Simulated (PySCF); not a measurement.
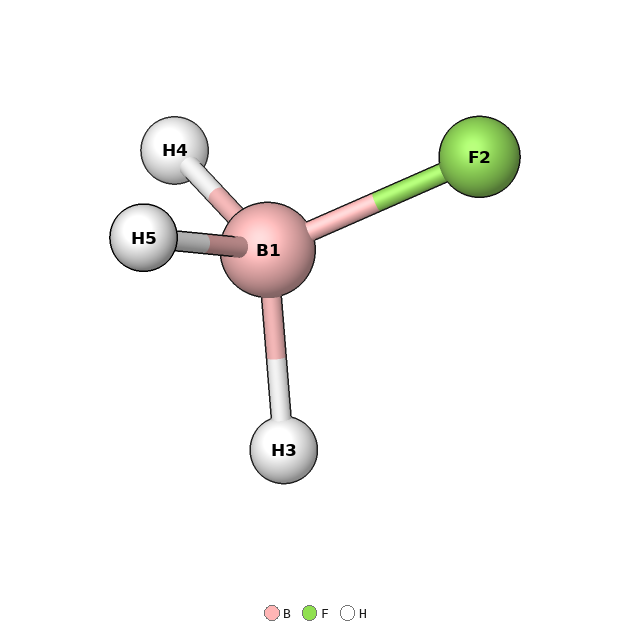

The species has charge −1 and is a spin singlet. The geometry was computed by an optimisation with PBE0-D3(BJ)/def2-SVP. No frequency run is at hand to confirm it as a minimum. Method: B3LYP/pcJ-1 indirect spin-spin coupling, non-relativistic, gas phase (PySCF 2.14.0). Isotopes: 11B, 19F, 1H.

Give the spin–spin coupling constants of these pairs, with the number of bonds between them: B1/H4, B1/F2, B1/H3, B1/H5, F2/H3, F2/H4, F2/H5, H3/H4, H3/H5, H4/H5.

| pair | bonds apart | J (Hz) |
| --- | --- | --- |
| B1, H4 | 1 | 97.7 |
| B1, F2 | 1 | −132.7 |
| B1, H3 | 1 | 97.7 |
| B1, H5 | 1 | 97.7 |
| F2, H3 | 2 | 47.6 |
| F2, H4 | 2 | 47.6 |
| F2, H5 | 2 | 47.6 |
| H3, H4 | 2 | −5.7 |
| H3, H5 | 2 | −5.7 |
| H4, H5 | 2 | −5.7 |

Density functionals are unreliable for couplings to fluorine, so those rows may be far off.
